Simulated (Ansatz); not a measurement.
## Hypothetical zinc blende BaS: pressure series

Take BaS in the zinc blende structure (space group F-43m, No. 216; a = 7.038 Å; a hypothetical phase, not in the database extracts checked) as the base.

Cell and atoms are relaxed at each pressure.

Level of theory: r2SCAN (Ansatz, a quantum-chemistry and plane-wave program; PAW; 500 eV plane waves; no spin-orbit coupling).

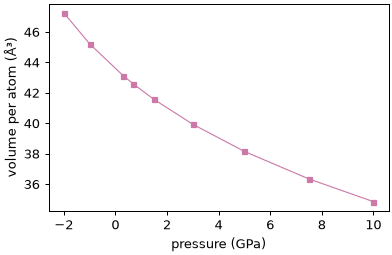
*Volume against pressure*

Question: Estimate the zero-pressure bulk modulus from the plot.

Answer: About 29 GPa; a third-order Birch–Murnaghan fit to the points gives V₀ = 43.58 Å³/atom, B₀ = 29 GPa and B₀′ = 3.9.

Between the base and pressure 3 GPa the gap moves from 3.07 eV to 3.18 eV, a mean slope of 38 meV/GPa.

Load acts through the strain it causes; cell and atoms are relaxed under it. No phonon test of stability was made. No other phases were tried under pressure.
